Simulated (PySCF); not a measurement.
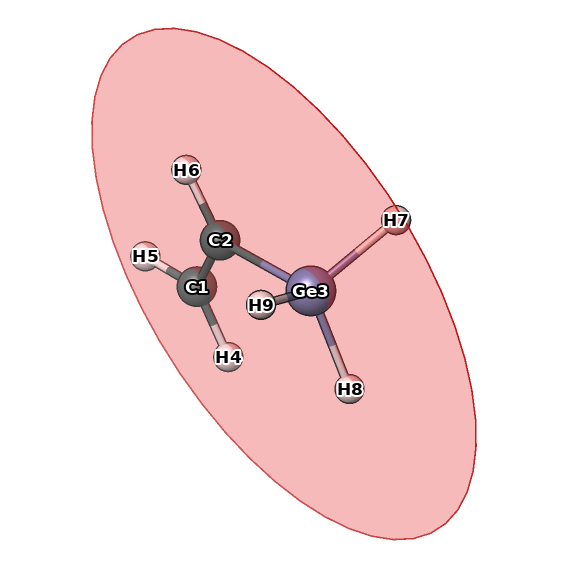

A disc through the centre of mass is drawn in. Atoms fade into the background with distance from the viewer. The geometry was computed by an optimisation with PBE0-D3(BJ)/def2-SVP. No frequency run is at hand to confirm it as a minimum.

Is the plane of the disc a mirror plane of the structure?

Answer. Yes. The reflection leaves C1, C2, Ge3, H4, H5, H6, H8 in place and moves H7 ↔ H9. The point group is Cs.
